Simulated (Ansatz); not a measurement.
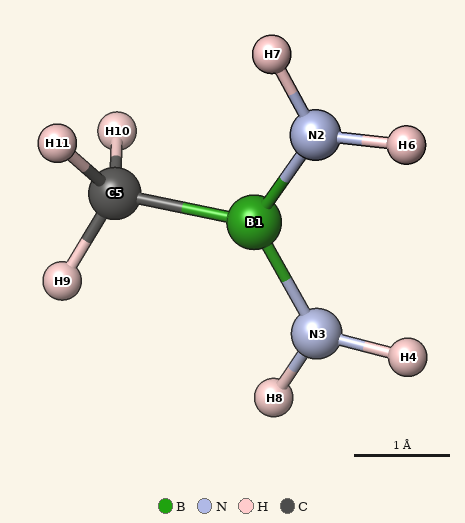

*The starting structure (ball-and-stick view, seen at a tilt; atoms are numbered from 1 in the order of the input).*

Bond lengths as drawn: B–C 1.58 Å, B–N 1.41 Å, C–H 1.11 Å and H–N 1.02 Å.

# Run report: CH7BN2, nudged elastic band (part 1 of 2)

CH7BN2, computed with UKS LDA/def2-SVP (Ansatz 0.2.0).

One setting was made poor on purpose. It belongs to a series of runs on one base structure; here: band between the two ends. Figures and captions count atoms from 1; the log counts them from 0 in places.

**Input**
```yaml
crystal:
  periodic: [false, false, false]
  atoms:
    - { symbol: B, position_ang: [0.162646, -0.083831, 0.104082] }
    - { symbol: "N", position_ang: [1.459321, 0.432321, -0.123026] }
    - { symbol: "N", position_ang: [-0.032584, -1.222134, 0.919373] }
    - { symbol: H, position_ang: [0.720832, -1.743199, 1.370436] }
    - { symbol: C, position_ang: [-1.079746, 0.60486, -0.585152] }
    - { symbol: H, position_ang: [2.315151, 0.025447, 0.256954] }
    - { symbol: H, position_ang: [1.617367, 1.253206, -0.706306] }
    - { symbol: H, position_ang: [-0.960842, -1.60557, 1.093732] }
    - { symbol: H, position_ang: [-2.028317, 0.42498, -0.03557] }
    - { symbol: H, position_ang: [-1.221191, 0.208885, -1.615933] }
    - { symbol: H, position_ang: [-0.95254, 1.705035, -0.678592] }
magnetization:
  spin_polarized: true
basis:
  gaussian: { orbitals: def2-SVP }
hamiltonian:
  xc: lda
neb:
  order_check: false
  images: 5
  f_tol: 0.05
  max_iterations: 60
  spring: 0.1
  final_atoms:
    - { symbol: B, position_ang: [-0.95334205, -0.57441726, 0.21116327] }
    - { symbol: "N", position_ang: [2.08512762, 0.23535072, 0.33784403] }
    - { symbol: "N", position_ang: [-0.67500106, -1.5001533, 1.00689346] }
    - { symbol: H, position_ang: [1.35307821, -0.41888585, 0.66024917] }
    - { symbol: C, position_ang: [-1.25419533, 0.56438598, -0.75793639] }
    - { symbol: H, position_ang: [2.09406332, 0.19166714, -0.68951587] }
    - { symbol: H, position_ang: [1.77651349, 1.18125257, 0.59773734] }
    - { symbol: H, position_ang: [-0.4863881, -2.25624024, 1.64584078] }
    - { symbol: H, position_ang: [-2.00080255, 1.27282813, -0.34193607] }
    - { symbol: H, position_ang: [-1.63228528, 0.18717105, -1.73118652] }
    - { symbol: H, position_ang: [-0.30667125, 1.11704106, -0.9391552] }
  initial_path:
    images:
      - { positions_ang: [[0.162646, -0.083831, 0.104082], [1.459321, 0.432321, -0.123026], [-0.032584, -1.222134, 0.919373], [0.720832, -1.743199, 1.370436], [-1.079746, 0.60486, -0.585152], [2.315151, 0.025447, 0.256954], [1.617367, 1.253206, -0.706306], [-0.960842, -1.60557, 1.093732], [-2.028317, 0.42498, -0.03557], [-1.221191, 0.208885, -1.615933], [-0.95254, 1.705035, -0.678592]] }
      - { positions_ang: [[0.0331539, -0.12202255, 0.11951777], [1.49149089, 0.31368816, -0.03918214], [-0.05769077, -1.20360343, 0.96879349], [0.88216157, -1.4602133, 1.24427788], [-1.1249325, 0.61305857, -0.63734483], [2.22718189, -0.03294476, -0.07084369], [1.70443028, 1.15611161, -0.30594841], [-0.88970554, -1.66259604, 1.24530954], [-2.10154009, 0.44596016, -0.16703926], [-1.1963935, 0.25079778, -1.6734237], [-0.96805912, 1.7017638, -0.68411864]] }
      - { positions_ang: [[-0.09633819, -0.16021411, 0.13495353], [1.52366077, 0.19505531, 0.04466172], [-0.08279753, -1.18507287, 1.01821397], [1.04349114, -1.17722759, 1.11811976], [-1.17011901, 0.62125713, -0.68953766], [2.13921277, -0.09133653, -0.39864138], [1.79149356, 1.05901722, 0.09440918], [-0.81856909, -1.71962208, 1.39688709], [-2.17476319, 0.46694033, -0.29850853], [-1.171596, 0.29271057, -1.73091441], [-0.98357825, 1.69849261, -0.68964528]] }
      - { positions_ang: [[-0.22583029, -0.19840566, 0.1503893], [1.55583066, 0.07642247, 0.12850558], [-0.1079043, -1.1665423, 1.06763446], [1.20482071, -0.89424189, 0.99196164], [-1.21530551, 0.6294557, -0.74173049], [2.05124366, -0.14972829, -0.72643907], [1.87855684, 0.96192284, 0.49476677], [-0.74743263, -1.77664812, 1.54846463], [-2.24798628, 0.48792049, -0.42997779], [-1.14679849, 0.33462335, -1.78840511], [-0.99909737, 1.69522141, -0.69517191]] }
      - { positions_ang: [[-0.46833421, -0.32374286, 0.17064729], [1.73226298, 0.12939855, 0.19828506], [-0.29693655, -1.27774597, 1.04738746], [1.25423987, -0.73578988, 0.88139082], [-1.22826879, 0.60776579, -0.74713245], [2.06551688, -0.03592981, -0.71413134], [1.84454239, 1.03503275, 0.52909029], [-0.66041779, -1.93651216, 1.58092335], [-2.1655917, 0.74955637, -0.40063055], [-1.30862742, 0.28547258, -1.76933225], [-0.76828866, 1.50249463, -0.77649967]] }
      - { positions_ang: [[-0.71083813, -0.44908006, 0.19090528], [1.9086953, 0.18237464, 0.26806455], [-0.4859688, -1.38894963, 1.02714046], [1.30365904, -0.57733786, 0.77081999], [-1.24123206, 0.58607588, -0.75253442], [2.0797901, 0.07786866, -0.7018236], [1.81052794, 1.10814266, 0.56341382], [-0.57340295, -2.0963762, 1.61338206], [-2.08319713, 1.01119225, -0.37128331], [-1.47045635, 0.23632182, -1.75025938], [-0.53747996, 1.30976784, -0.85782744]] }
      - { positions_ang: [[-0.95334205, -0.57441726, 0.21116327], [2.08512762, 0.23535072, 0.33784403], [-0.67500106, -1.5001533, 1.00689346], [1.35307821, -0.41888585, 0.66024917], [-1.25419533, 0.56438598, -0.75793639], [2.09406332, 0.19166714, -0.68951587], [1.77651349, 1.18125257, 0.59773734], [-0.4863881, -2.25624024, 1.64584078], [-2.00080255, 1.27282813, -0.34193607], [-1.63228528, 0.18717105, -1.73118652], [-0.30667125, 1.11704106, -0.9391552]] }
```

Launch command:
```bash
ansatz run input.yaml --threads 2 --pin off --max-ram 3072MiB --backend cpu --events-out ev --progress --plain --runs-dir out
```

**The program's output**
```
Engine: ansatz 0.2.0, aarch64-unknown-linux-gnu
Functional definition: SPW92
  exchange = slater_x
  correlation = pw_c
1062 factors; their error is unknown
mean field evaluation 1: about -4745.4708 eV, gradient 6.5e1 eV
mean field evaluation 2: about -4715.7455 eV, gradient 9.8e1 eV
mean field evaluation 4: about -4763.3332 eV, gradient 6.0e0 eV
mean field evaluation 8: about -4763.4971 eV, gradient 7.8e-2 eV
mean field evaluation 16: about -4763.4563 eV, gradient 6.4e-6 eV
mean field -4763.45630924 eV, -175.0537905780 hartree, gradient 6.4e-6 eV, S^2 0.000000; 0 other end points of the search recorded, 0 dependent functions left out
the calculation of the forces begins
reference -4763.45634180 eV, -175.0537917744 hartree; 16, 16 occupied and 75, 75 virtual orbitals, 1062 factors
1062 factors; their error is unknown
mean field evaluation 32: about -4760.9214 eV, gradient 4.9e-5 eV
mean field -4760.92138858 eV, -174.9606339620 hartree, gradient 4.9e-5 eV, S^2 0.000000; 0 other end points of the search recorded, 0 dependent functions left out
[... from here on the field's lines of each further geometry are left out, up to the last ...]
NEB iter   1: max|band force component| = 1.925e1 eV/Å  barrier→ = 3.9184 eV  barrier← = 1.3835 eV  Δτ_max = 0.1976 Å  (199 SCF iters)
NEB iter   2: max|band force component| = 1.821e0 eV/Å  barrier→ = 2.8614 eV  barrier← = 0.3264 eV  Δτ_max = 0.1963 Å  (165 SCF iters)
NEB iter   3: max|band force component| = 1.546e0 eV/Å  barrier→ = 2.6546 eV  barrier← = 0.1196 eV  Δτ_max = 0.1994 Å  (160 SCF iters)
NEB iter   4: max|band force component| = 1.161e0 eV/Å  barrier→ = 2.6415 eV  barrier← = 0.1065 eV  Δτ_max = 0.1990 Å  (149 SCF iters)
NEB iter   5: max|band force component| = 8.881e-1 eV/Å  barrier→ = 2.6623 eV  barrier← = 0.1274 eV  Δτ_max = 0.1706 Å  (152 SCF iters)
NEB iter   6: max|band force component| = 6.194e-1 eV/Å  barrier→ = 2.6238 eV  barrier← = 0.0889 eV  Δτ_max = 0.1913 Å  (151 SCF iters)
NEB iter   7: max|band force component| = 9.113e-1 eV/Å  barrier→ = 2.6410 eV  barrier← = 0.1061 eV  Δτ_max = 0.1021 Å  (150 SCF iters)
NEB iter   8: max|band force component| = 1.048e0 eV/Å  barrier→ = 2.5914 eV  barrier← = 0.0565 eV  Δτ_max = 0.0500 Å  (145 SCF iters)
NEB iter   9: max|band force component| = 3.165e-1 eV/Å  barrier→ = 2.5591 eV  barrier← = 0.0242 eV  CI = image 4  Δτ_max = 0.1004 Å  (149 SCF iters)
NEB iter  10: max|band force component| = 4.844e-1 eV/Å  barrier→ = 2.5576 eV  barrier← = 0.0226 eV  CI = image 4  Δτ_max = 0.0499 Å  (145 SCF iters)
NEB iter  11: max|band force component| = 3.350e-1 eV/Å  barrier→ = 2.5531 eV  barrier← = 0.0182 eV  CI = image 4  Δτ_max = 0.0499 Å  (147 SCF iters)
NEB iter  12: max|band force component| = 2.649e-1 eV/Å  barrier→ = 2.5532 eV  barrier← = 0.0183 eV  CI = image 5  Δτ_max = 0.0998 Å  (147 SCF iters)
NEB iter  13: max|band force component| = 9.216e-1 eV/Å  barrier→ = 2.5548 eV  barrier← = 0.0198 eV  CI = image 5  Δτ_max = 0.0498 Å  (147 SCF iters)
NEB iter  14: max|band force component| = 2.941e-1 eV/Å  barrier→ = 2.5610 eV  barrier← = 0.0261 eV  CI = image 5  Δτ_max = 0.0997 Å  (151 SCF iters)
NEB iter  15: max|band force component| = 3.818e-1 eV/Å  barrier→ = 2.5821 eV  barrier← = 0.0472 eV  CI = image 5  Δτ_max = 0.0502 Å  (145 SCF iters)
NEB iter  16: max|band force component| = 2.016e-1 eV/Å  barrier→ = 2.5843 eV  barrier← = 0.0494 eV  CI = image 5  Δτ_max = 0.1000 Å  (148 SCF iters)
NEB iter  17: max|band force component| = 2.189e-1 eV/Å  barrier→ = 2.5913 eV  barrier← = 0.0564 eV  CI = image 5  Δτ_max = 0.1000 Å  (149 SCF iters)
NEB iter  18: max|band force component| = 3.016e-1 eV/Å  barrier→ = 2.5949 eV  barrier← = 0.0600 eV  CI = image 5  Δτ_max = 0.0500 Å  (149 SCF iters)
NEB iter  19: max|band force component| = 3.121e-1 eV/Å  barrier→ = 2.5968 eV  barrier← = 0.0619 eV  CI = image 5  Δτ_max = 0.0500 Å  (149 SCF iters)
NEB iter  20: max|band force component| = 3.225e-1 eV/Å  barrier→ = 2.5981 eV  barrier← = 0.0632 eV  CI = image 5  Δτ_max = 0.1001 Å  (149 SCF iters)
NEB iter  21: max|band force component| = 3.412e-1 eV/Å  barrier→ = 2.6003 eV  barrier← = 0.0653 eV  CI = image 5  Δτ_max = 0.2000 Å  (147 SCF iters)
NEB iter  22: max|band force component| = 3.465e-1 eV/Å  barrier→ = 2.6019 eV  barrier← = 0.0670 eV  CI = image 5  Δτ_max = 0.1997 Å  (145 SCF iters)
NEB iter  23: max|band force component| = 3.463e-1 eV/Å  barrier→ = 2.6109 eV  barrier← = 0.0760 eV  CI = image 5  Δτ_max = 0.1981 Å  (144 SCF iters)
NEB iter  24: max|band force component| = 2.964e-1 eV/Å  barrier→ = 2.6099 eV  barrier← = 0.0750 eV  CI = image 5  Δτ_max = 0.1971 Å  (147 SCF iters)
NEB iter  25: max|band force component| = 3.696e-1 eV/Å  barrier→ = 2.6024 eV  barrier← = 0.0675 eV  CI = image 5  Δτ_max = 0.0954 Å  (145 SCF iters)
NEB iter  26: max|band force component| = 3.026e-1 eV/Å  barrier→ = 2.5811 eV  barrier← = 0.0461 eV  CI = image 5  Δτ_max = 0.1002 Å  (143 SCF iters)
NEB iter  27: max|band force component| = 4.870e-1 eV/Å  barrier→ = 2.5760 eV  barrier← = 0.0411 eV  CI = image 5  Δτ_max = 0.0500 Å  (149 SCF iters)
NEB iter  28: max|band force component| = 2.817e-1 eV/Å  barrier→ = 2.5714 eV  barrier← = 0.0365 eV  CI = image 5  Δτ_max = 0.1002 Å  (142 SCF iters)
NEB iter  29: max|band force component| = 2.769e-1 eV/Å  barrier→ = 2.5697 eV  barrier← = 0.0348 eV  CI = image 5  Δτ_max = 0.1001 Å  (147 SCF iters)
NEB iter  30: max|band force component| = 2.543e-1 eV/Å  barrier→ = 2.5673 eV  barrier← = 0.0323 eV  CI = image 5  Δτ_max = 0.0657 Å  (145 SCF iters)
NEB iter  31: max|band force component| = 2.147e-1 eV/Å  barrier→ = 2.5632 eV  barrier← = 0.0283 eV  CI = image 5  Δτ_max = 0.0666 Å  (149 SCF iters)
NEB iter  32: max|band force component| = 2.129e-1 eV/Å  barrier→ = 2.5599 eV  barrier← = 0.0250 eV  CI = image 5  Δτ_max = 0.0536 Å  (147 SCF iters)
NEB iter  33: max|band force component| = 1.618e-1 eV/Å  barrier→ = 2.5548 eV  barrier← = 0.0199 eV  CI = image 5  Δτ_max = 0.1992 Å  (149 SCF iters)
NEB iter  34: max|band force component| = 2.917e-1 eV/Å  barrier→ = 2.5448 eV  barrier← = 0.0099 eV  CI = image 5  Δτ_max = 0.0998 Å  (145 SCF iters)
NEB iter  35: max|band force component| = 1.274e-1 eV/Å  barrier→ = 2.5476 eV  barrier← = 0.0127 eV  CI = image 5  Δτ_max = 0.1301 Å  (151 SCF iters)
NEB iter  36: max|band force component| = 1.970e-1 eV/Å  barrier→ = 2.5620 eV  barrier← = 0.0270 eV  CI = image 5  Δτ_max = 0.0656 Å  (148 SCF iters)
NEB iter  37: max|band force component| = 1.822e-1 eV/Å  barrier→ = 2.5530 eV  barrier← = 0.0181 eV  CI = image 5  Δτ_max = 0.1300 Å  (149 SCF iters)
NEB iter  38: max|band force component| = 1.077e-1 eV/Å  barrier→ = 2.5520 eV  barrier← = 0.0171 eV  CI = image 5  Δτ_max = 0.1992 Å  (145 SCF iters)
NEB iter  39: max|band force component| = 2.313e-1 eV/Å  barrier→ = 2.5618 eV  barrier← = 0.0268 eV  CI = image 5  Δτ_max = 0.0994 Å  (148 SCF iters)
NEB iter  40: max|band force component| = 2.436e-1 eV/Å  barrier→ = 2.5615 eV  barrier← = 0.0265 eV  CI = image 5  Δτ_max = 0.0994 Å  (144 SCF iters)
NEB iter  41: max|band force component| = 2.613e-1 eV/Å  barrier→ = 2.5622 eV  barrier← = 0.0273 eV  CI = image 5  Δτ_max = 0.1194 Å  (146 SCF iters)
NEB iter  42: max|band force component| = 1.080e-1 eV/Å  barrier→ = 2.5593 eV  barrier← = 0.0244 eV  CI = image 5  Δτ_max = 0.0493 Å  (147 SCF iters)
NEB iter  43: max|band force component| = 1.210e-1 eV/Å  barrier→ = 2.5589 eV  barrier← = 0.0240 eV  CI = image 5  Δτ_max = 0.0246 Å  (144 SCF iters)
```
